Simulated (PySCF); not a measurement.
# C4H6BCl (SMILES CC=C=CBCl) at 6 levels

We compute a comparison of 6 runs (HF/STO-3G, HF/pcseg-1, B3LYP/6-31G*, PBE/def2-SVP, PBE0/def2-SVP, PBE0/6-31+G*) of C4H6BCl. 

The results are computed with PySCF 2.14.0.

## (1) The molecule

C4H6BCl: 12 atoms, total charge 0, spin state singlet. As SMILES, `CC=C=CBCl`. Geometry: relaxed at GFN2-xTB. This is one conformer, not always the lowest.

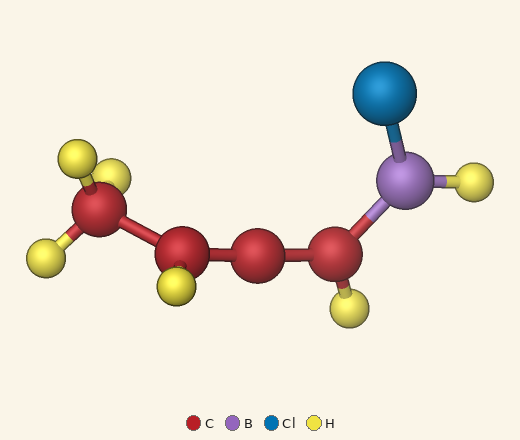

The structure, seen from a chosen angle (carbon red, boron purple, chlorine blue, hydrogen yellow).

## (2) Energy and gradient at HF/STO-3G (run 1)

The input, calc.py:

```python
from pyscf import gto, scf

mol = gto.Mole()
mol.atom = '''
C      0.621290    -1.157380     1.692420
C      1.039560    -0.193570     0.621620
C      0.387740     0.019740    -0.474030
C     -0.308540     0.276050    -1.556350
B     -1.399890     1.358680    -1.640110
Cl    -1.784140     2.298920    -0.273130
H      1.389060    -1.917610     1.831330
H     -0.315190    -1.642430     1.431160
H      0.494090    -0.627280     2.635430
H      1.961920     0.344230     0.803710
H     -0.093520    -0.318310    -2.439030
H     -1.992400     1.558960    -2.633020
'''
mol.basis = 'sto-3g'
mol.verbose = 4
mol.spin = 0
mol.charge = 0
mol.max_memory = 1860
mol.build()

mf = scf.RHF(mol)
mf.conv_tol = 1e-10
mf.kernel()
if not mf.converged:
    mf = mf.newton().run(mf.mo_coeff, mf.mo_occ)

energy = mf.e_tot
print('E(%s) = %.9f' % ('HF', energy))
grad = mf.nuc_grad_method().kernel()
mf.analyze()
```

Started as:

```
$ OMP_NUM_THREADS=1 python calc.py
```

Standard output:

```text
PySCF version 2.14.0

[... 82 lines left out ...]
Total Energy =                        -632.021615185574547
[... 4 lines left out ...]
DFT Exchange-Correlation Energy =      -54.450975425060847
[... 6 lines left out ...]
MO #5   energy= -11.0076967452889  occ= 2
[... 4 lines left out ...]
MO #10  energy= -7.47108115232067  occ= 2
[... 4 lines left out ...]
MO #15  energy= -0.679188249418345 occ= 2
[... 4 lines left out ...]
MO #20  energy= -0.523653907855042 occ= 2
[... 4 lines left out ...]
MO #25  energy= -0.327666556799034 occ= 2
[... 4 lines left out ...]
MO #30  energy= 0.525246331193667  occ= 0
[... 4 lines left out ...]
MO #35  energy= 0.722457413225838  occ= 0
[... 4 lines left out ...]
MO #40  energy= 1.31392957383534   occ= 0
[... 16 lines left out ...]
pop of  2 C 2pz           1.02210
pop of  3 C 1s            1.99980
pop of  3 C 2s            1.01732
pop of  3 C 2px           1.07105
pop of  3 C 2py           1.07719
pop of  3 C 2pz           0.99952
pop of  4 B 1s            1.99951
pop of  4 B 2s            0.90900
pop of  4 B 2px           0.59953
pop of  4 B 2py           0.55759
pop of  4 B 2pz           0.77319
pop of  5 Cl 1s           2.00000
pop of  5 Cl 2s           1.99985
pop of  5 Cl 3s           1.86413
pop of  5 Cl 2px          1.99995
pop of  5 Cl 2py          1.99985
pop of  5 Cl 2pz          1.99973
pop of  5 Cl 3px          1.89031
pop of  5 Cl 3py          1.75431
pop of  5 Cl 3pz          1.61174
pop of  6 H 1s            0.95558
pop of  7 H 1s            0.95534
pop of  8 H 1s            0.95303
pop of  9 H 1s            0.94475
pop of  10 H 1s           0.95469
pop of  11 H 1s           1.04639
 ** Mulliken atomic charges  **
charge of    0C =     -0.09076
charge of    1C =     -0.06809
charge of    2C =      0.09221
charge of    3C =     -0.16488
charge of    4B =      0.16119
charge of    5Cl =     -0.11988
charge of    6H =      0.04442
charge of    7H =      0.04466
charge of    8H =      0.04697
charge of    9H =      0.05525
charge of   10H =      0.04531
charge of   11H =     -0.04639
Dipole moment(X, Y, Z, Debye):  1.40168, -1.67642, -0.11504
```

Run time: 9.9 s. Hardware: 1 thread of Intel Xeon at 2.50GHz (Skylake/Cascade Lake), shared host; peak memory 0.12 GiB.

## (3) Energy and gradient at HF/pcseg-1 (run 2)

The input, input.py:

```python
# CC=C=CBCl
from pyscf import gto, scf

mol = gto.M(
    atom='''
C      1.174068    -2.187131     3.198210
C      1.964484    -0.365794     1.174692
C      0.732722     0.037303    -0.895787
C     -0.583056     0.521659    -2.941075
B     -2.645409     2.567533    -3.099359
Cl    -3.371536     4.344329    -0.516141
H      2.624943    -3.623758     3.460712
H     -0.595623    -3.103743     2.704500
H      0.933695    -1.185387     4.980241
H      3.707491     0.650500     1.518792
H     -0.176727    -0.601519    -4.609099
H     -3.765090     2.946007    -4.975687
''',
    unit='bohr',
    basis='pcseg-1',
    max_memory=1860,
    verbose=3,
)

calc0 = scf.RHF(mol)
calc0.conv_tol = 1e-10
calc0.kernel()
if not calc0.converged:
    calc0 = calc0.newton().run(calc0.mo_coeff, calc0.mo_occ)

e_tot = calc0.e_tot
print(f'total energy: {e_tot:.8f} hartree')
grad = calc0.nuc_grad_method().kernel()
dip = calc0.dip_moment()
pop, q = calc0.mulliken_pop()
```

Started as:

```
$ OMP_NUM_THREADS=1 python input.py
```

Standard output:

```text
converged SCF energy = -639.054700623073
total energy: -639.05470062 hartree
[... 8 lines left out ...]
Dipole moment(X, Y, Z, Debye):  1.31628, -1.54320,  0.37447
[... 92 lines left out ...]
pop of  6 H 2py           0.00868
pop of  6 H 2pz           0.00289
pop of  7 H 1s            0.77999
pop of  7 H 2s            0.08836
pop of  7 H 2px           0.01185
pop of  7 H 2py           0.00509
pop of  7 H 2pz           0.00309
pop of  8 H 1s            0.77931
pop of  8 H 2s            0.08398
pop of  8 H 2px           0.00296
pop of  8 H 2py           0.00535
pop of  8 H 2pz           0.01175
pop of  9 H 1s            0.76433
pop of  9 H 2s            0.06329
pop of  9 H 2px           0.01244
pop of  9 H 2py           0.00617
pop of  9 H 2pz           0.00271
pop of  10 H 1s           0.76132
pop of  10 H 2s           0.06707
pop of  10 H 2px          0.00353
pop of  10 H 2py          0.00692
pop of  10 H 2pz          0.01113
pop of  11 H 1s           0.80437
pop of  11 H 2s           0.19552
pop of  11 H 2px          0.00261
pop of  11 H 2py          0.00054
pop of  11 H 2pz          0.00702
 ** Mulliken atomic charges  **
charge of    0C =     -0.16142
charge of    1C =     -0.30708
charge of    2C =      0.03606
charge of    3C =     -0.42289
charge of    4B =      0.51388
charge of    5Cl =     -0.29150
charge of    6H =      0.11365
charge of    7H =      0.11162
charge of    8H =      0.11665
charge of    9H =      0.15105
charge of   10H =      0.15004
charge of   11H =     -0.01006
```

Wall time 67 s (1 thread of Intel Xeon at 2.50GHz (Skylake/Cascade Lake), shared host); peak memory 0.3 GiB.

Runs 3 to 5 aren't shown in full; the table further down has their settings and results.

## (4) Energy and forces at PBE0/6-31+G(d) (spherical functions) (run 6)

The input, calc.py:

```python
import pyscf.grad
from pyscf import gto, dft

system = gto.M(
    atom='''
C      1.174068    -2.187131     3.198210
C      1.964484    -0.365794     1.174692
C      0.732722     0.037303    -0.895787
C     -0.583056     0.521659    -2.941075
B     -2.645409     2.567533    -3.099359
Cl    -3.371536     4.344329    -0.516141
H      2.624943    -3.623758     3.460712
H     -0.595623    -3.103743     2.704500
H      0.933695    -1.185387     4.980241
H      3.707491     0.650500     1.518792
H     -0.176727    -0.601519    -4.609099
H     -3.765090     2.946007    -4.975687
''',
    basis='6-31+g*',
    max_memory=1860,
    unit='bohr',
    charge=0,
    verbose=4,
    spin=0,
)

mf = dft.RKS(system, xc='pbe0')
mf.conv_tol = 1e-10
mf.grids.level = 5
mf.kernel()
if not mf.converged:
    mf = mf.newton().run(mf.mo_coeff, mf.mo_occ)

e_tot = mf.e_tot
print('E = %.10f Eh' % e_tot)
grad = mf.Gradients().kernel()
dip = mf.dip_moment()
pop, q = mf.mulliken_pop()
```

Started as:

```
$ OMP_NUM_THREADS=1 python calc.py
```

Standard output:

```text
PySCF version 2.14.0

[... 81 lines left out ...]
converged SCF energy = -640.671795665296
[... 13 lines left out ...]
Dipole moment(X, Y, Z, Debye):  1.32129, -1.44454,  0.60463
[... 98 lines left out ...]
pop of  5 Cl 2pz          1.99043
pop of  5 Cl 3px          1.26936
pop of  5 Cl 3py          1.21540
pop of  5 Cl 3pz          1.17966
pop of  5 Cl 4px          0.56749
pop of  5 Cl 4py          0.49356
pop of  5 Cl 4pz          0.39076
pop of  5 Cl 5px          0.01640
pop of  5 Cl 5py          0.01331
pop of  5 Cl 5pz         -0.00104
pop of  5 Cl 3dxy         0.00205
pop of  5 Cl 3dyz         0.00845
pop of  5 Cl 3dz^2        0.00628
pop of  5 Cl 3dxz         0.00400
pop of  5 Cl 3dx2-y2      0.00204
pop of  6 H 1s            0.52140
pop of  6 H 2s            0.23689
pop of  7 H 1s            0.52219
pop of  7 H 2s            0.23682
pop of  8 H 1s            0.52086
pop of  8 H 2s            0.23409
pop of  9 H 1s            0.51694
pop of  9 H 2s            0.24220
pop of  10 H 1s           0.51661
pop of  10 H 2s           0.24717
pop of  11 H 1s           0.52396
pop of  11 H 2s           0.42484
 ** Mulliken atomic charges  **
charge of    0C =     -1.02060
charge of    1C =     -0.78760
charge of    2C =      0.63915
charge of    3C =     -0.10075
charge of    4B =      0.06512
charge of    5Cl =     -0.05134
charge of    6H =      0.24171
charge of    7H =      0.24100
charge of    8H =      0.24505
charge of    9H =      0.24086
charge of   10H =      0.23621
charge of   11H =      0.05120
```

It took 3.4 min on 1 thread of Intel Xeon at 2.50GHz (Skylake/Cascade Lake), shared host; peak memory 1.3 GiB.

## (5) Overview of the runs

| run | level | Cartesian functions | integration grid | energy (Eh) | dipole moment (D) | HOMO energy (eV) | LUMO energy (eV) | wall time |
| --- | --- | --- | --- | --- | --- | --- | --- | --- |
| 1 | HF/STO-3G | no | – | -632.021615 | 2.19 | -8.60 | 5.02 | 9.9 s |
| 2 | HF/pcseg-1 | no | – | -639.054701 | 2.06 | -10.19 | 1.72 | 67 s |
| 3 | B3LYP/6-31G* (Cartesian functions) | yes | 5 | -641.072940 | 2.09 | -7.00 | -1.70 | 2.5 min |
| 4 | PBE/def2-SVP | no | 5 | -640.345600 | 1.94 | -6.16 | -2.55 | 2.4 min |
| 5 | PBE0/def2-SVP | no | 5 | -640.413592 | 1.91 | -7.40 | -1.69 | 2.8 min |
| 6 | PBE0/6-31+G* (spherical functions) | no | 5 | -640.671796 | 2.05 | -7.45 | -1.84 | 3.4 min |

## (6) Summary of results

| quantity | value |
| --- | --- |
| run 6: total energy | -640.67180 Eh |
| run 6: dipole moment | 2.05 D |
| run 6: HOMO energy | -7.45 eV |
| run 6: LUMO energy | -1.84 eV |
| run 6: HOMO–LUMO gap | 5.62 eV |
| run 6: largest force on an atom | 1.493 eV/Å |

The dipole moment (its size) runs from 1.91 D (PBE0/def2-SVP) to 2.19 D (HF/STO-3G). The two ends differ in method and basis. The HOMO–LUMO gap runs from 3.61 eV (PBE/def2-SVP) to 13.62 eV (HF/STO-3G). Totals of different functionals can't be ranked against each other. In run 1 the basis is minimal, so the values are rough. All runs together took 12 min, the longest 3.4 min.
